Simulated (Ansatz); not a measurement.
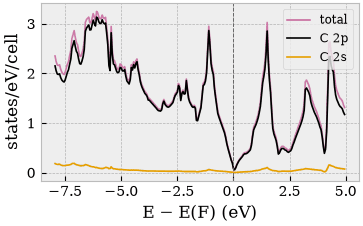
Fig. 1. Total and projected density of states of C in space group Imma (No. 74; C on 8g, C on 8h), r²SCAN (plane waves, PAW; program Ansatz)

### Question
Which orbitals carry the states next to the Fermi level?

### Answer
Within 0.5 eV of the Fermi level: C 2p 95 %. Projections are on Löwdin-orthogonalised atomic valence shells; empty p or d shells of many metals are not among them.

### Question
Where is the tallest occupied peak in this window, and what makes it?

### Answer
Near -6.1 eV, about 3.2 states/eV per cell; the largest projected share is C 2p.

The start of the workflow was typed in or built on a structure type; neither database checked (COD, Materials Project) lists it. It is not the phase usual at ambient conditions (space group No. 194, 227). The r²SCAN relaxation kept the symmetry of its start; its stability against distortions is not shown here.

Potentials: the earlier of the program's two PAW sets.
